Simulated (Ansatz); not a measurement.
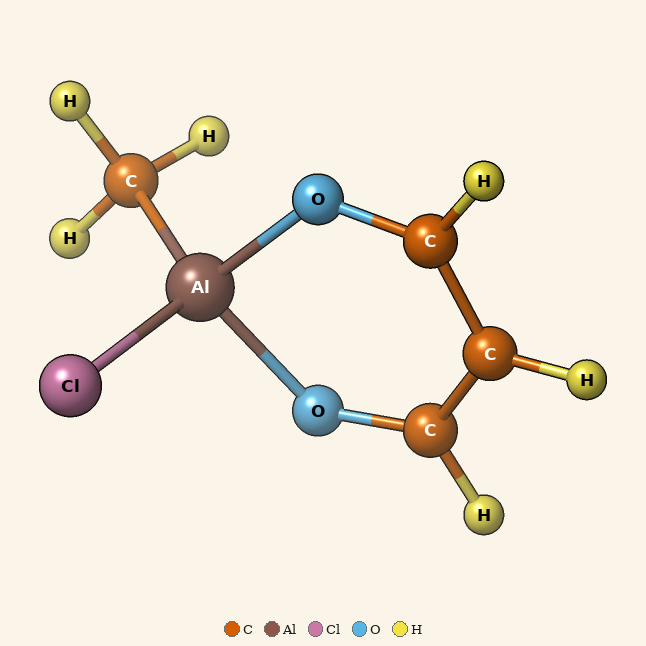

Atoms fade into the background with distance from the viewer. The computed structure is the end point of a PBE0-D4/def2-TZVP optimisation.

**List the symmetry elements and name the point group.**

It has 1 mirror plane, so the point group is Cs. The group has 2 operations. The geometry is achiral, and symmetry allows a dipole moment.
